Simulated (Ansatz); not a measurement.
## Pt: pressure series

Consider Pt in the fcc (Cu type) structure (space group Fm-3m, No. 225; a = 3.970 Å).

Cell and atoms are relaxed at each pressure.

Method: plane-wave PAW DFT at the PBE level (Ansatz, a program for electronic structure, 420 eV), no spin-orbit coupling.

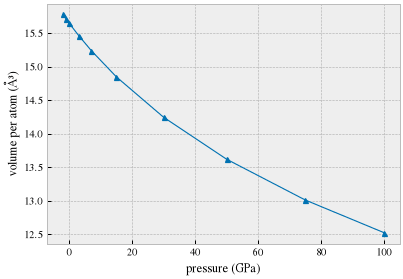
*Volume per atom against pressure*

```json
[
 {"pressure (GPa)": "-2", "volume per atom": "15.78 Å³"},
 {"pressure (GPa)": "-1", "volume per atom": "15.71 Å³"},
 {"pressure (GPa)": "3", "volume per atom": "15.46 Å³"},
 {"pressure (GPa)": "7", "volume per atom": "15.24 Å³"},
 {"pressure (GPa)": "15", "volume per atom": "14.85 Å³"},
 {"pressure (GPa)": "30", "volume per atom": "14.24 Å³"},
 {"pressure (GPa)": "50", "volume per atom": "13.62 Å³"},
 {"pressure (GPa)": "75", "volume per atom": "13.01 Å³"},
 {"pressure (GPa)": "100", "volume per atom": "12.53 Å³"}
]
```

Load acts through the strain it causes; cell and atoms are relaxed under it. Whether these cells are dynamically stable was not tested. Competing high-pressure phases were not computed. All final runs are without spin polarisation.
